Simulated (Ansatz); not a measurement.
A series of calculations on Sr13Li7Mg4

### Relaxation

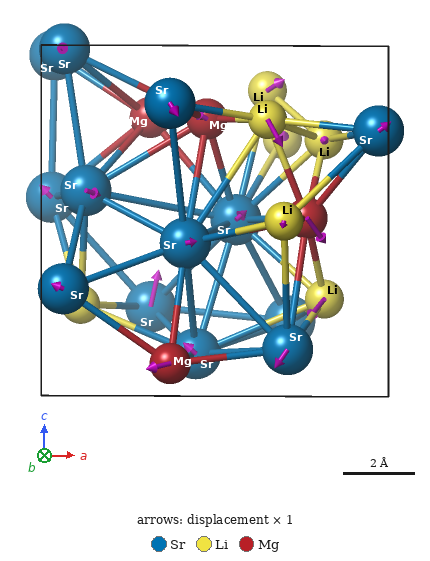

This is a relaxation of an amorphous cell of composition Sr₁₃Li₇Mg₄ (coarse preliminary run). The starting structure is drawn; purple arrows show the displacements (the part carried along by the change of the cell is left out), at their true length.

Style: ball-and-stick. Shown: the cell of the calculation, along the b axis.

Case: the quenched liquid.

Computed with Ansatz 0.2.0, DFT PBE, scalar-relativistic, plane waves, PAW.

Input
```yaml
crystal:
  lattice:
    - [9.873825, -0.143137, -0.027178]
    - [-0.143137, 10.249516, 0.401145]
    - [-0.027178, 0.401145, 9.989007]
  atoms:
    - { symbol: Sr, position: [0.0289074283, 0.8323518509, 0.5658492291] }
    - { symbol: Sr, position: [0.4146743173, 0.2790002333, 0.4364795221] }
    - { symbol: Sr, position: [0.1282924305, 0.4523138957, 0.5856260019] }
    - { symbol: Sr, position: [0.7155326516, 0.9078820944, 0.2146717007] }
    - { symbol: Sr, position: [0.4448711128, 0.5971894006, 0.1210251829] }
    - { symbol: Sr, position: [0.3150325544, 0.9227363827, 0.2546217408] }
    - { symbol: Sr, position: [0.3704112367, 0.0615892956, 0.8350450809] }
    - { symbol: Sr, position: [0.0632845437, 0.1792930893, 0.3047856021] }
    - { symbol: Sr, position: [0.0389133221, 0.8177964452, 0.9714713076] }
    - { symbol: Sr, position: [0.0668455946, 0.4319307504, 0.9892714025] }
    - { symbol: Sr, position: [0.7093265721, 0.2938035915, 0.1337762452] }
    - { symbol: Sr, position: [0.5608706701, 0.6427212143, 0.5035675541] }
    - { symbol: Sr, position: [0.9714862997, 0.1653081679, 0.7583895485] }
    - { symbol: Li, position: [0.699035367, 0.0657938621, 0.4999936368] }
    - { symbol: Li, position: [0.6512381504, 0.7036829269, 0.8723591865] }
    - { symbol: Li, position: [0.8142545784, 0.5071693649, 0.7324611031] }
    - { symbol: Li, position: [0.6944144062, 0.95855159, 0.7334370532] }
    - { symbol: Li, position: [0.8154122112, 0.5314759352, 0.2782110156] }
    - { symbol: Li, position: [0.1134111247, 0.6306307943, 0.2603569537] }
    - { symbol: Li, position: [0.6517021818, 0.2378788717, 0.7898262554] }
    - { symbol: Mg, position: [0.4769905582, 0.4412644852, 0.7908282901] }
    - { symbol: Mg, position: [0.7651153007, 0.3246126919, 0.5090955448] }
    - { symbol: Mg, position: [0.3711027803, 0.2554528393, 0.0927577318] }
    - { symbol: Mg, position: [0.3138884868, 0.6916474436, 0.7946059572] }
  symmetry: { detect: false }
basis:
  ecutwfc: 420
kpoints:
  mp_grid: { grid: [2, 2, 2], shift: [0.5, 0.5, 0.5] }
hamiltonian:
  xc: pbe
scf:
  occupations: { method: gaussian, width: 0.1 }
  lower_state_search: "off"
output:
  forces: true
  stress: true
  eigenvalues: true
relax:
  adjacent_minimum: "off"
  f_tol: 0.04
  max_steps: 70
  cell: { stress_tol: 0.3 }
```

Command:
```bash
ansatz run input.yaml --threads 2 --pin off --max-ram 5120MiB --backend cpu --events-out ev --progress --plain --runs-dir out
```

Question: What did the optimiser do to the structure, and how much energy did it gain?

Answer: Over 12 accepted moves (13 points after the start) the energy falls by 2.333 eV per cell of the calculation. The largest force component goes from 0.63 to 0.028 eV/Å. The pressure goes from −0.02 to 0.01 GPa. At 1 point the geometry stayed and the basis and grid were re-selected for the new cell (energy shift of less than 0.05 meV per cell of the calculation at most each time). The largest moves relative to the cell, 1.10 Å, are those of Sr6 and Mg22. Mg22 goes roughly along [1 1 −1]. By element the largest moves are Mg 1.10 Å, Sr 1.09 Å, Li 1.06 Å. The volume changes by −5.4 %, with a 9.875 → 9.766 Å (−1.1 %), b 10.258 → 10.590 Å (+3.2 %), c 9.997 → 9.391 Å (−6.1 %), α 85.5° → 85.8°, β 90.3° → 89.8°, γ 91.6° → 99.6°. Among the contacts that change: Li19–Mg22 5.111 → 3.145 Å, Sr6–Sr7 6.101 → 4.336 Å, Sr9–Mg23 5.689 → 4.074 Å, Li15–Li18 4.600 → 3.040 Å. Bond angles that change, for instance: Li19–Li18–Mg22 113.0° → 66.4°, Sr7–Mg21–Mg24 132.6° → 161.0°, Sr6–Sr1–Sr9 135.2° → 110.8°.

### Dynamics

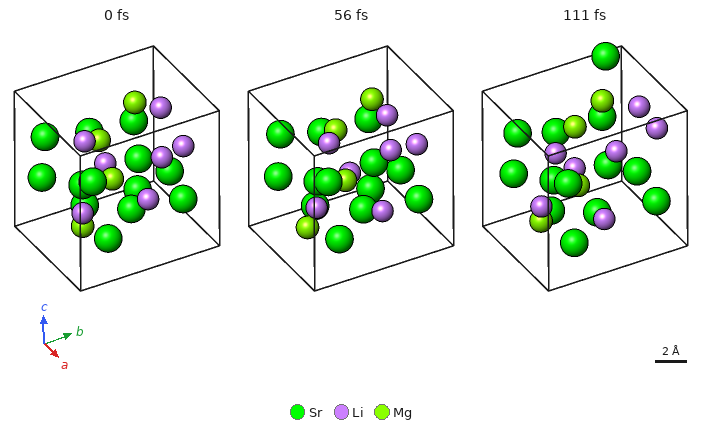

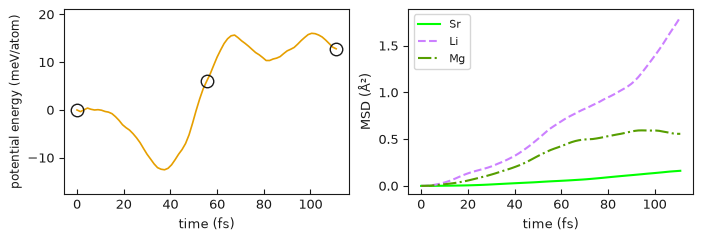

Molecular dynamics of an amorphous cell of composition Sr13Li7Mg4 (24 atoms in the cell), 111 fs long. Frames and the history of the run. Style: spheres-only. Shown: the simulation cell, from a free direction. Atoms that leave the cell re-enter on the other side.

Theory: Ansatz 0.2.0, DFT PBE, scalar-relativistic, plane waves, PAW. Set-up: plane-wave cutoff 420 eV; k-point mesh 1 × 1 × 1; Fermi-Dirac smearing 0.107 eV; volume 1.05 times that of the relaxed crystal; set temperature 1240 K; time step 1.5 fs.

### Describe the run.

Over the second half the temperature averages 1384 K (spread ±226 K). The potential energy in the second half lies on average 12.9 meV per atom above the first frame. The mean pressure there is 1.0 GPa. Root-mean-square distances from the starting positions over the second half, with the common drift of all atoms taken out: Li 1.04 Å, Mg 0.73 Å, Sr 0.32 Å. The run lasts only 111 fs, too short to tell vibration from diffusion.

Limits of the set-up: the k-point mesh is coarse for a cell with partly filled bands.

### Dynamics

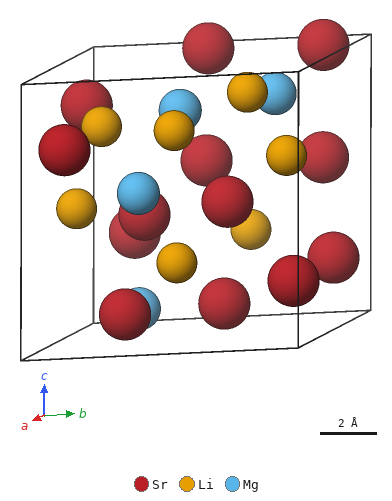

Starting frame of a dynamics run of an amorphous cell of composition Sr$_{13}$Li$_{7}$Mg$_{4}$ (24 atoms in the cell). It starts from the last geometry of an earlier run, with fresh velocities. A spheres-only model of the simulation cell, seen slightly off an axis.

Level of theory: Ansatz 0.2.0, DFT PBE, scalar-relativistic, plane waves, PAW.

The input:
```yaml
crystal:
  lattice:
    - [9.873825, -0.143137, -0.027178]
    - [-0.143137, 10.249516, 0.401145]
    - [-0.027178, 0.401145, 9.989007]
  atoms:
    - { symbol: Sr, position: [0.0304410879, 0.8353139289, 0.5659000745] }
    - { symbol: Sr, position: [0.4269765265, 0.295129759, 0.4372276042] }
    - { symbol: Sr, position: [0.1175318196, 0.4379697978, 0.5849143632] }
    - { symbol: Sr, position: [0.7300534514, 0.9126743953, 0.2104000971] }
    - { symbol: Sr, position: [0.4273758798, 0.5837785497, 0.1021048935] }
    - { symbol: Sr, position: [0.3022021314, 0.9445111886, 0.2344943515] }
    - { symbol: Sr, position: [0.3843317108, 0.0750693176, 0.83645424] }
    - { symbol: Sr, position: [0.0609638501, 0.1646883186, 0.3281931242] }
    - { symbol: Sr, position: [0.0512024624, 0.8414517324, 0.975200402] }
    - { symbol: Sr, position: [0.0687971639, 0.4307972391, 0.9843036544] }
    - { symbol: Sr, position: [0.7187286162, 0.3018867483, 0.1157164608] }
    - { symbol: Sr, position: [0.5529241628, 0.6273462995, 0.4859710285] }
    - { symbol: Sr, position: [0.9788581588, 0.1503269546, 0.7527648114] }
    - { symbol: Li, position: [0.6989706254, 0.1215534597, 0.5039593993] }
    - { symbol: Li, position: [0.6390175558, 0.7214045553, 0.8896651559] }
    - { symbol: Li, position: [0.7695341652, 0.491278643, 0.7791642376] }
    - { symbol: Li, position: [0.7153044848, 0.8827501277, 0.6637341912] }
    - { symbol: Li, position: [0.8315393469, 0.5181999971, 0.3077063617] }
    - { symbol: Li, position: [0.1250120212, 0.6002508329, 0.3286584634] }
    - { symbol: Li, position: [0.663210114, 0.201386688, 0.7927254662] }
    - { symbol: Mg, position: [0.4749950172, 0.436037178, 0.815021929] }
    - { symbol: Mg, position: [0.7288946803, 0.3520509879, 0.5526698422] }
    - { symbol: Mg, position: [0.3291383827, 0.2516234576, 0.085602594] }
    - { symbol: Mg, position: [0.3299565428, 0.7406142354, 0.8417062048] }
  symmetry: { detect: false }
basis:
  ecutwfc: 420
  xc_grid: 1
kpoints:
  mp_grid: { grid: [1, 1, 1], shift: [0.25, 0.25, 0.25] }
hamiltonian:
  xc: pbe
scf:
  occupations: { method: fermi_dirac, width: 0.05 }
  lower_state_search: "off"
  convergence: { dr2_threshold: 1.0e-05 }
output:
  forces: true
  stress: true
md:
  timestep: 1.5
  n_steps: 34
  ensemble: nvt_langevin
  friction: 0.03
  temperature: 500.0
  initial_velocities: maxwell_boltzmann
  seed: 1291
```

Command:
```bash
ansatz run input.yaml --threads 2 --pin off --max-ram 5120MiB --backend cpu --events-out ev --progress --plain --runs-dir out
```

### What does the trajectory do?

The mean temperature in the second half is 651 K (standard deviation 60 K). That is above the set 500 K, because the structure releases potential energy faster than the thermostat removes it. The potential energy is still drifting at the end, so the run hasn't reached equilibrium. The potential energy in the second half lies on average 42.4 meV per atom below the first frame. The mean pressure there is 0.3 GPa. In the second half of the run the atoms are, in the root-mean-square, this far from where they began (common drift taken out): Li 0.40 Å, Mg 0.32 Å, Sr 0.13 Å. The run lasts only 51 fs, too short to tell vibration from diffusion.

Along the run (each row but the first and the last is the mean over the interval that it begins):

```csv
time (fs),potential energy (meV/atom),T (K),p (GPa)
0.0,0.0,479,0.6
4.5,-1.7,514,0.6
9.0,-7.1,568,0.5
13.5,-14.8,589,0.5
18.0,-22.5,583,0.4
22.5,-29.5,631,0.4
27.0,-34.8,667,0.4
31.5,-39.3,619,0.3
36.0,-43.0,565,0.3
40.5,-46.4,687,0.3
45.0,-48.3,718,0.3
49.5,-48.1,675,0.3
```

The paths of the atoms:

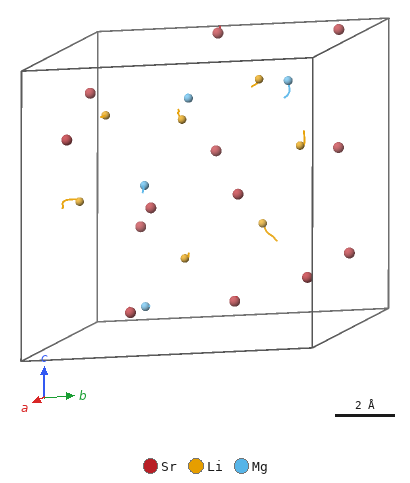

Limits of the set-up: the k-point mesh is coarse for a cell with partly filled bands.

The run took 2.8 min on 2 threads of Arm Neoverse V2, on a shared host, peak memory 1 GiB.
